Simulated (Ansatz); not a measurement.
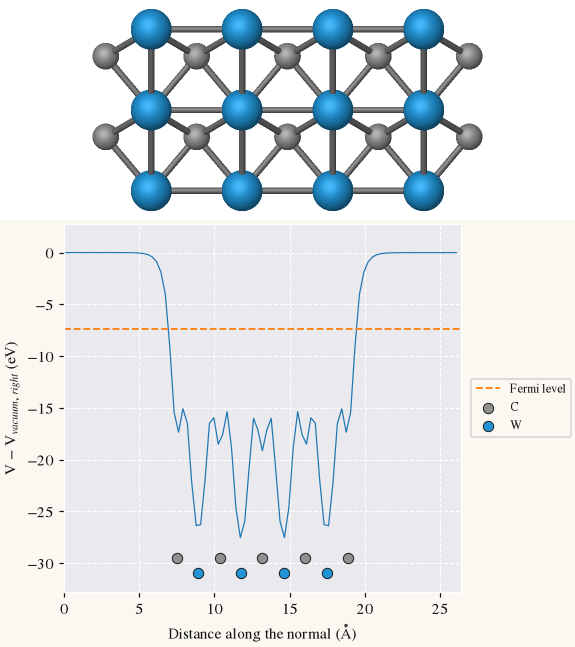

Plane-averaged electrostatic potential energy of an electron across the slab; circles at the bottom mark the heights of the atoms. The structure is drawn too.

Calculation on a (001) slab cut from WC (P-6m2), of composition W4C5 (not the bulk's), ended by C planes, 9 atoms in the cell.

Ansatz; DFT PBE, scalar-relativistic, plane waves, PAW, no spin polarisation, one k point, Γ, 420 eV cutoff.

Q: Read off the work function of each face.

A: The work function is 7.34 eV, the same on both faces. The two vacuum levels agree, so the slab has no net dipole along its normal.

Q: How thick are slab and vacuum?

A: The outermost atoms are 11.4 Å apart, which leaves 15.0 Å of vacuum in a cell 26.4 Å high.

The atoms aren't at rest in this cell (largest force 7.7 eV/Å), so the relaxed material can differ. Spin-orbit coupling is left out, which matters for W.
